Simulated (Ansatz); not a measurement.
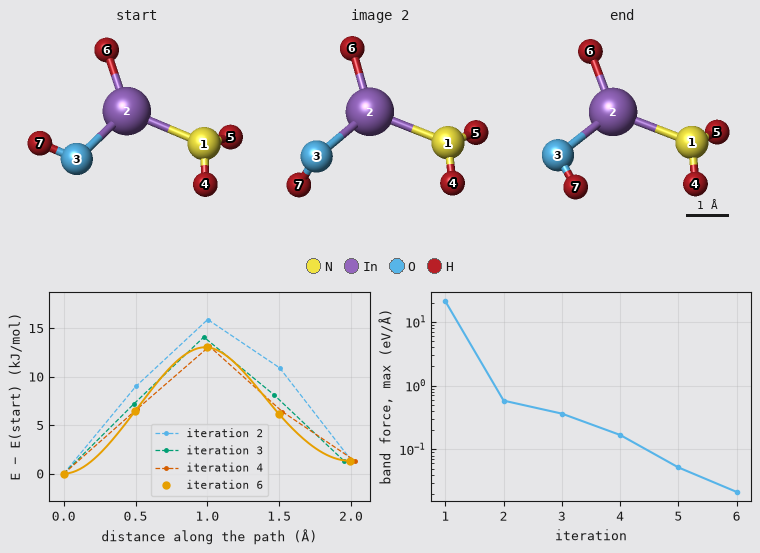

A nudged-elastic-band calculation for InNH₄O. Images are numbered from 0 (start) to 4 (end). The plot follows the band through its iterations. Style: ball-and-stick. Shown at a tilt.

Level of theory: RKS PBE-D4/def2-SVP in Ansatz 0.2.0. Set-up: 3 movable images; no climbing image; force threshold 0.03 eV/Å; iteration limit 60; starting path through a guess of the saddle point.

Question: How did the profile develop, and is the result final?

Answer: The run is converged, with reservations. The band converged in 6 iterations. The largest component of the band force went from 21 to 0.021 eV/Å. No image climbed, so the highest image needn't lie on the saddle point, and the true maximum along this path can be higher. So few images resolve the path coarsely. The first iteration put the highest image at 238.8 kJ/mol. The highest point, image 2, lies 13.0 kJ/mol above the start and 11.7 kJ/mol above the end; the end is at +1.3 kJ/mol relative to the start.

The run took 41 s on 1 thread of Intel(R) Xeon(R) Processor @ 2.70GHz, with other jobs on the host, peak memory 0.14 GiB.
